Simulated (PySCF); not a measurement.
# WO2Br2: structure and properties, part 2 of 2

Aim: find the relaxed shape of WO2Br2, test it by its vibrations, and read charges and levels. The species was built from a template and needn't be a known compound.

PySCF 2.14.0; B3LYP, W def2-SVP with ECP60, O def2-SVP, Br def2-SVP; scalar-relativistic core potentials, no spin–orbit coupling.

### Step 6. Displaced along the imaginary mode

Steps are kept in the start's point group, C2.

Input file run.py (the lines that set the calculation):

```python
mol = gto.M(atom='''
W      0.50305     0.50305     0.00000
O      2.20354     0.36009    -0.25000
O      0.36009     2.20354     0.25000
Br    -2.08225     0.39011    -0.03778
Br     0.39011    -2.08225     0.03778''',
    basis={'W': 'def2-SVP', 'O': 'def2-SVP', 'Br': 'def2-SVP'},
    ecp={'W': 'def2-SVP'},
    charge=0, spin=0)
mf = dft.RKS(mol, xc='B3LYP')
mf.grids.atom_grid = (50, 194)
mf = mf.density_fit()  # fitting sets: W def2-universal-JKFIT, O def2-universal-JKFIT, Br def2-universal-JKFIT
mf.conv_tol = 1e-08; mf.max_cycle = 55
mf.kernel(dm0)  # dm0: an SCF of this state at this start
# quasi-Newton relaxation in Cartesian coordinates to a largest gradient under 0.00045 Eh/bohr, steps kept in the point group
```

Launch:

```console
$ OMP_NUM_THREADS=2 python run.py
```

The driver keeps no SCF log for this step, only its results.

Run time: 61 s. Hardware: 2 threads of AMD EPYC 9B14 (Zen 4), shared host.

The steps of the relaxation:

```csv
step,energy from step 1 (eV),largest force component (eV/Å)
1,0.0000,1.0387
2,-0.6710,1.0306
3,-1.4979,2.4600
4,-2.3658,3.2585
5,-3.1588,0.8898
6,-3.5979,1.3391
7,-3.7762,0.5257
8,-3.8036,0.4340
9,-3.8128,0.1142
10,-3.8147,0.1244
11,-3.8175,0.0658
12,-3.8176,0.0166
13,-3.8176,0.0019
```

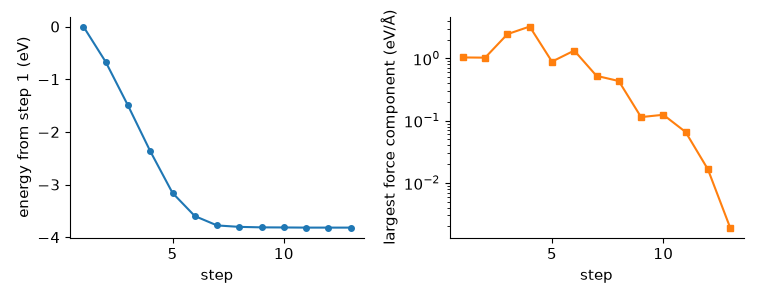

Energy and force, step by step.

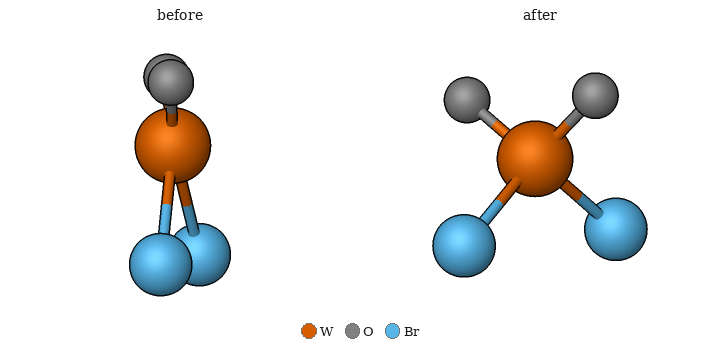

Before and after, at one scale.

Distances of close pairs at the start and the end, largest changes first:

```csv
bond,before (Å),after (Å),change (Å)
W1–Br4,2.588,2.432,-0.156
W1–Br5,2.588,2.432,-0.156
W1–O2,1.725,1.704,-0.020
W1–O3,1.725,1.704,-0.020
```

It ends in C2v at E = -5365.395788 Eh.

```csv
atom,x (Å),y (Å),z (Å)
W1,0.3594,0.3594,0.0000
O2,1.5471,0.6131,-1.1959
O3,0.6131,1.5471,1.1959
Br4,-1.8370,0.6920,-0.9901
Br5,0.6920,-1.8370,0.9901
```

### Step 7. The relaxed geometry turned into its symmetry frame

Input file run.py (the lines that set the calculation):

```python
mol = gto.M(atom='''
W      0.33182     0.33182     0.00000
O      1.51953     0.58552    -1.19592
O      0.58552     1.51953     1.19592
Br    -1.86528     0.66520    -0.98814
Br     0.66520    -1.86528     0.98814''',
    basis={'W': 'def2-SVP', 'O': 'def2-SVP', 'Br': 'def2-SVP'},
    ecp={'W': 'def2-SVP'},
    charge=0, spin=0)
mf = dft.RKS(mol, xc='B3LYP')
mf.grids.atom_grid = (50, 194)
mf = mf.density_fit()  # fitting sets: W def2-universal-JKFIT, O def2-universal-JKFIT, Br def2-universal-JKFIT
mf.conv_tol = 1e-08; mf.max_cycle = 55
mf.kernel(dm0)  # dm0: free metal ions and neutral atoms
```

Launch:

```console
$ OMP_NUM_THREADS=2 python run.py
```

Log:

```text
init E= -5436.13298491895
  HOMO = -0.15341462139665  LUMO = -0.142157931627661  gap/eV = 0.30631
cycle= 1 E= -5357.80914968061  delta_E= 78.3  |g|= 6.98  |ddm|= 5.58
  HOMO = -0.124042450215791  LUMO = -0.117106231358487  gap/eV = 0.18874
cycle= 2 E= -5290.30828397358  delta_E= 67.5  |g|= 11.2  |ddm|= 20.2
  HOMO = -0.238224577092167  LUMO = -0.158693301469581  gap/eV = 2.16416
cycle= 3 E= -5345.18923619751  delta_E= -54.9  |g|= 7.05  |ddm|= 20.1
  HOMO = -0.254983516702267  LUMO = -0.0419086606140684  gap/eV = 5.79806
cycle= 4 E= -5363.73494332409  delta_E= -18.5  |g|= 2.68  |ddm|= 7.41
  HOMO = -0.186738289074509  LUMO = -0.174806950083297  gap/eV = 0.32467
cycle= 5 E= -5354.45603790972  delta_E= 9.28  |g|=    6  |ddm|= 7.93
  HOMO = -0.269675994246715  LUMO = -0.123558903702766  gap/eV = 3.97605
cycle= 6 E= -5365.15057246229  delta_E= -10.7  |g|= 0.929  |ddm|= 6.98
  HOMO = -0.343873726937285  LUMO = -0.135301883181507  gap/eV = 5.67553
cycle= 7 E= -5365.29592609113  delta_E= -0.145  |g|= 0.708  |ddm|= 0.845
  HOMO = -0.326207453315799  LUMO = -0.115298422583919  gap/eV = 5.73913
cycle= 8 E= -5365.35906711615  delta_E= -0.0631  |g|= 0.419  |ddm|= 0.292
  HOMO = -0.332312540298811  LUMO = -0.133949993799828  gap/eV = 5.39772
cycle= 9 E= -5365.3840541308  delta_E= -0.025  |g|= 0.243  |ddm|= 0.195
  HOMO = -0.334343060057062  LUMO = -0.133460393761541  gap/eV = 5.46630
cycle= 10 E= -5365.39524789151  delta_E= -0.0112  |g|= 0.0472  |ddm|= 0.161
  HOMO = -0.332559327305721  LUMO = -0.133372040675142  gap/eV = 5.42016
cycle= 11 E= -5365.39578248484  delta_E= -0.000535  |g|= 0.0042  |ddm|= 0.0443
  HOMO = -0.332831086400636  LUMO = -0.133740472675776  gap/eV = 5.41753
cycle= 12 E= -5365.39578623529  delta_E= -3.75e-06  |g|= 0.000514  |ddm|= 0.00471
  HOMO = -0.332831015005806  LUMO = -0.133768108600794  gap/eV = 5.41678
cycle= 13 E= -5365.39578630192  delta_E= -6.66e-08  |g|= 0.000252  |ddm|= 0.000895
  HOMO = -0.332828920673439  LUMO = -0.133746775888952  gap/eV = 5.41730
cycle= 14 E= -5365.39578632131  delta_E= -1.94e-08  |g|= 5.55e-05  |ddm|= 0.00029
  HOMO = -0.332833286045888  LUMO = -0.133747226858415  gap/eV = 5.41741
cycle= 15 E= -5365.39578632214  delta_E= -8.32e-10  |g|= 8.93e-06  |ddm|= 7.53e-05
  HOMO = -0.332831850008695  LUMO = -0.133747171831069  gap/eV = 5.41737
Extra cycle  E= -5365.39578632205  delta_E= 9.37e-11  |g|= 2.43e-05  |ddm|= 2.68e-05
converged SCF energy = -5365.39578632205
```

It took 2.3 s on 2 threads of AMD EPYC 9B14 (Zen 4), shared host.

Result: E = -5365.395786 Eh, HOMO -9.06 eV, LUMO -3.64 eV, Mulliken charge on W1 +0.99 e. 

### Step 8. Harmonic vibrations

Edit run.py (the lines that set the calculation) of step 7 so:

```diff
@@ -12,3 +12,4 @@
 mf = mf.density_fit()  # fitting sets: W def2-universal-JKFIT, O def2-universal-JKFIT, Br def2-universal-JKFIT
-mf.conv_tol = 1e-08; mf.max_cycle = 55
-mf.kernel(dm0)  # dm0: free metal ions and neutral atoms
+mf.conv_tol = 1e-10; mf.max_cycle = 55
+mf.kernel(dm0)  # dm0: the density of the relaxed state
+# Hessian and dipole derivatives by central differences of gradients, 0.02 bohr
```

Launch:

```console
$ OMP_NUM_THREADS=2 python run.py
```

No log is kept here; the results follow.

Run time: 53 s. Hardware: 2 threads of AMD EPYC 9B14 (Zen 4), shared host.

Point group C2v; negative numbers are unstable modes, and those under 60 cm⁻¹ are near the numerical noise:

```csv
cm⁻¹,km/mol,symmetry
73,0.0,a1
144,3.0,b2
188,0.0,a2
205,0.2,b1
253,5.2,a1
310,54.9,b1
367,6.7,a1
1001,134.1,b2
1038,94.4,a1
```

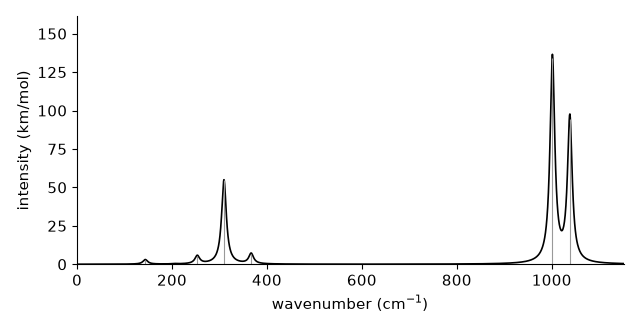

The infrared spectrum from the harmonic lines. Lines are broadened to a width of 12 cm⁻¹ (Lorentzian).

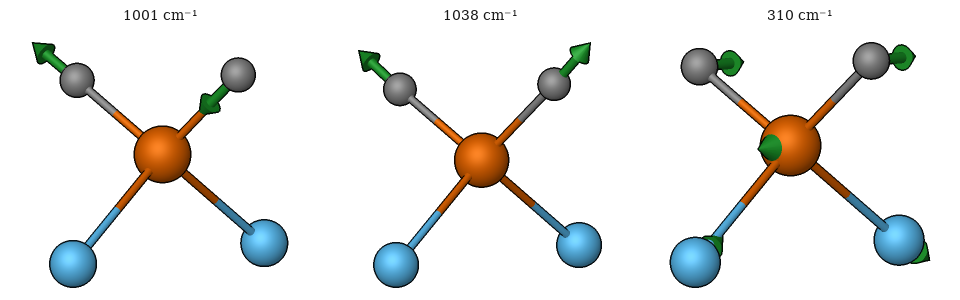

How the atoms move in 3 of the modes.

### Step 9. Properties on a finer grid

Input file run.py (the lines that set the calculation):

```python
mol = gto.M(atom='''
W      0.35937     0.35937     0.00000
O      1.54708     0.61307    -1.19592
O      0.61307     1.54708     1.19592
Br    -1.83696     0.69198    -0.99011
Br     0.69198    -1.83696     0.99011''',
    basis={'W': 'def2-SVP', 'O': 'def2-SVP', 'Br': 'def2-SVP'},
    ecp={'W': 'def2-SVP'},
    charge=0, spin=0)
mf = dft.RKS(mol, xc='B3LYP')
mf.grids.atom_grid = (75, 302)
mf = mf.density_fit()  # fitting sets: W def2-universal-JKFIT, O def2-universal-JKFIT, Br def2-universal-JKFIT
mf.conv_tol = 1e-09; mf.max_cycle = 55
mf.kernel(dm0)  # dm0: the density of the relaxed state
```

Launch:

```console
$ OMP_NUM_THREADS=2 python run.py
```

Log:

```text
init E= -5365.39579627714
  HOMO = -0.332827999326002  LUMO = -0.133726759462994  gap/eV = 5.41782
cycle= 1 E= -5365.39579636071  delta_E= -8.36e-08  |g|= 0.000186  |ddm|= 0.000709
  HOMO = -0.332830659781536  LUMO = -0.133781169741027  gap/eV = 5.41641
cycle= 2 E= -5365.39579633026  delta_E= 3.04e-08  |g|= 0.000373  |ddm|= 0.00062
  HOMO = -0.332834972161669  LUMO = -0.133748481403487  gap/eV = 5.41742
cycle= 3 E= -5365.39579636803  delta_E= -3.78e-08  |g|= 0.000103  |ddm|= 0.000447
  HOMO = -0.332834580576565  LUMO = -0.133748211491486  gap/eV = 5.41742
cycle= 4 E= -5365.39579636978  delta_E= -1.76e-09  |g|= 3.35e-05  |ddm|= 8.23e-05
  HOMO = -0.332832463128815  LUMO = -0.133747487235068  gap/eV = 5.41738
cycle= 5 E= -5365.39579637002  delta_E= -2.33e-10  |g|= 5.01e-06  |ddm|= 3.36e-05
  HOMO = -0.332833141904392  LUMO = -0.133748434175343  gap/eV = 5.41737
Extra cycle  E= -5365.39579636999  delta_E= 2.55e-11  |g|= 1.2e-05  |ddm|= 1.22e-05
converged SCF energy = -5365.39579636999
```

Run time: 14 s. Hardware: 2 threads of AMD EPYC 9B14 (Zen 4), shared host.

Read off: E = -5365.395796 Eh, HOMO -9.06 eV, LUMO -3.64 eV, Mulliken charge on W1 +0.99 e, largest force component 0.011 eV/Å. 

Löwdin charges:

```csv
atom,value (e)
W1,-0.11
O2,-0.10
O3,-0.10
Br4,0.15
Br5,0.15
```

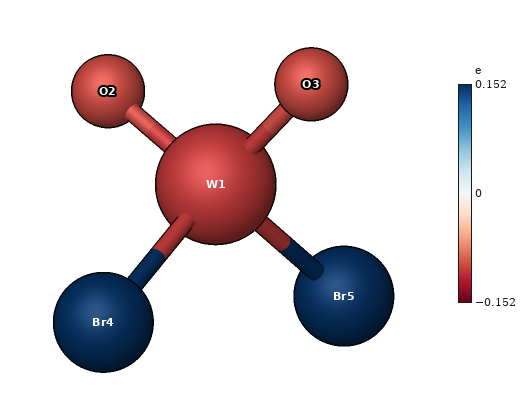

Löwdin charges, as colours on the atoms.

Mulliken charges: W1 +0.99, O2 -0.28, O3 -0.28, Br4 -0.21, Br5 -0.21 e.

Contacts (the nearest donor of each ligand) and Mayer bond orders:

```csv
contact,distance (Å),bond order
W1–O2 (O),1.704,2.14
W1–O3 (O),1.704,2.14
W1–Br4 (Br),2.432,1.12
W1–Br5 (Br),2.432,1.12
```

Mulliken populations of W1 outside the core potential: s 2.50, p 6.35, d 3.99, f 0.18.

Orbitals, density, ELF and potential are computed afterwards from the orbital file.

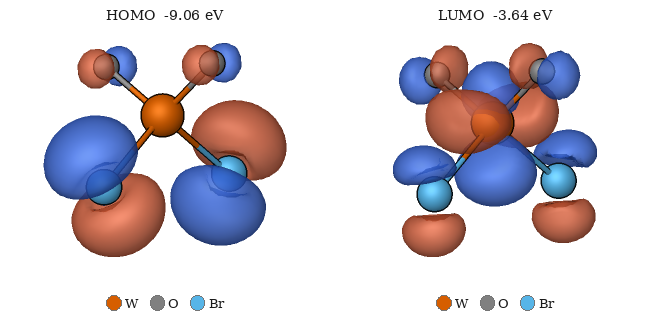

Frontier orbitals at B3LYP; each surface holds 70 % of the orbital's density, blue and red mark the sign.

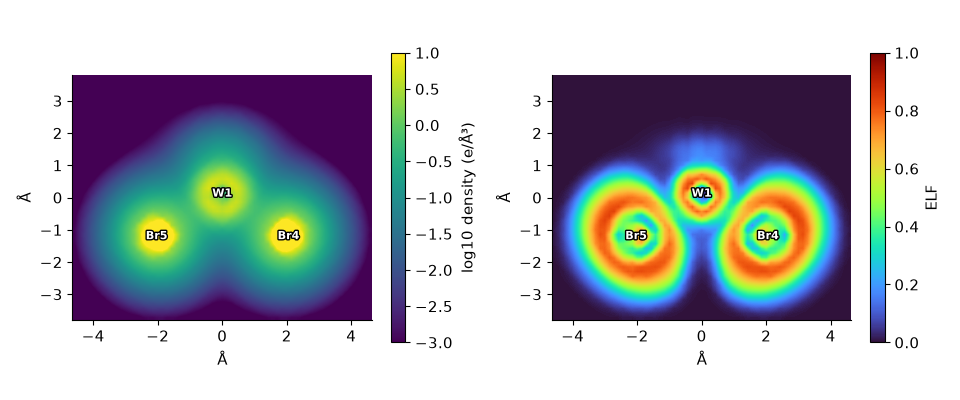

Density (left) and ELF (right) in a plane through or near 3 of the atoms.

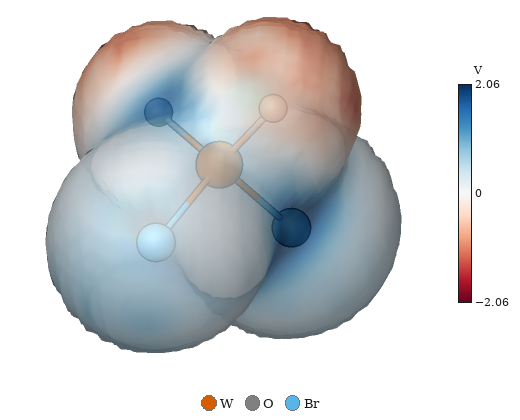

The potential that a unit positive charge feels on the 0.002 e/bohr³ surface, from -0.97 V near O3 to 2.06 V near W1.

### Step 10. Outcome

The summary covers parts 1 to 2.

| quantity | value |
| --- | --- |
| state and point group | singlet, C2v |
| first geometry: modes | -258 to 1005 cm⁻¹, 2 unstable |
| first geometry: strongest infrared band (modes within 1.5 cm⁻¹ summed) | 1005 cm⁻¹ (159 km/mol) |
| modes | 73 to 1038 cm⁻¹, none unstable |
| strongest infrared band (modes within 1.5 cm⁻¹ summed) | 1001 cm⁻¹ (134 km/mol) |
| zero-point energy | 0.222 eV |
| ideal gas, 298 K, 1 bar | S = 369.4, Cp = 88.6 J/(mol K) |
| metal–ligand contacts | 1.70 to 2.43 Å |
| frontier levels | HOMO -9.06 eV, LUMO -3.64 eV |
| dipole | 2.07 D |
| mean polarisability | 10.8 Å³ |

**Reading.** At the first geometry 2 modes are unstable, so this structure is a saddle point; the molecule was then pushed along the lowest one and relaxed again. All modes are real, so the structure is a minimum. The metal carries -0.11 e by Löwdin's partition against a formal +6, and bond orders to the nearest donors reach 2.14. Both measures hang on the basis. Leaving the first, C2v structure gained 4.04 eV and gave C2v. One start shape was tried, so another isomer may lie lower. These are double-zeta-type bases without diffuse functions. Spin–orbit coupling is left out.
